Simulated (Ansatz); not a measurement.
**CoSi2 (Fm-3m): the Drude term of Re ε in the infrared**

Re ε of CoSi2 (Fm-3m) at low photon energies is read from one computed spectrum; the carriers' damping was typed as γ = 0.1 eV.

The structure is cubic, space group Fm-3m (No. 225). Conventional cell: a = 5.356 Å, b = 5.356 Å, c = 5.356 Å, α = 90.00°, β = 90.00°, γ = 90.00°. Co on site a is surrounded by 8 Si at 2.32 Å. Si on site c is surrounded by 4 Co at 2.32 Å.

Method: Ansatz 0.2.0, PBE, independent particles, k-mesh 12×12×12 with interpolation inside its cells, Gaussian parameter 0.15 eV.

Launch of the response step: `ansatz run input.yaml --threads 4 --pin off --max-ram 8192MiB --backend cpu --events-out ev --progress --plain --runs-dir out`. The run took 9 s, on 4 threads of Intel(R) Xeon(R) Platinum 8375C CPU @ 2.90GHz (Ice Lake) (shared host).

```tsv
photon energy E (eV)	wavelength (µm)	Re ε
0.25	4.96	-507.8
0.30	4.13	-358.8
0.35	3.54	-264.2
0.40	3.10	?
0.50	2.48	-132.5
0.60	2.07	-100.6
0.70	1.77	-81.0
```

A Drude term over a constant background gives Re ε = ε_b − ωp²/(E² + γ²), linear in 1/(E² + γ²).

Working, on the rows shown:

| x = 1/(E² + γ²) (eV⁻²) | y = Re ε |
| --- | --- |
| 13.7931 | -507.8 |
| 10 | -358.8 |
| 7.54717 | -264.2 |
| 3.84615 | -132.5 |
| 2.7027 | -100.6 |
| 2 | -81 |

Means: x̄ = 6.6482, ȳ = -240.82. Σ(x − x̄)(y − ȳ) = -3924, Σ(x − x̄)² = 108.1. Slope = -3924 / 108.1 = -36.29; intercept = ȳ − slope · x̄ = 0.4517. The line misses the rows shown by at most 9.2.

**Question.** Predict the last column of the withheld row from the fit.

**Answer.** At x = 5.8824 the line gives y = -213.02. The run gave -202.0, so the interpolation is off by 11, 3 % of the range in the table.

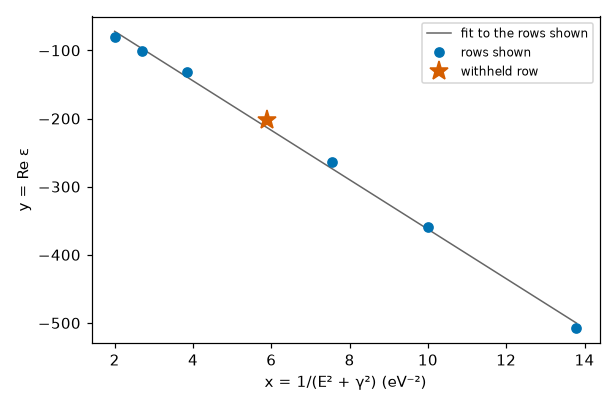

Refitted with all rows, the slope is -36.36 and the intercept 2.4622. These give ωp = √(−slope) = 6.03 eV, against 6.34 eV from the program's Fermi-surface sum, and an intercept of 2.5. Taking the program's Drude term off the rows leaves 46 at the lowest energy and -1 at the highest, so the background isn't constant: interband transitions lie in or near the window, and neither fitted number can be trusted. The cell comes from an older database entry, whose edges can be off by a per cent or so. The values come from a sum over the points of one k-mesh and carry its error, which is largest for Fermi-surface quantities.

[Logs are printed without paths, hosts, clocks, repeated set-up lines and the standing remarks that a program may print on its own settings, such as how far it seeks lower states.]
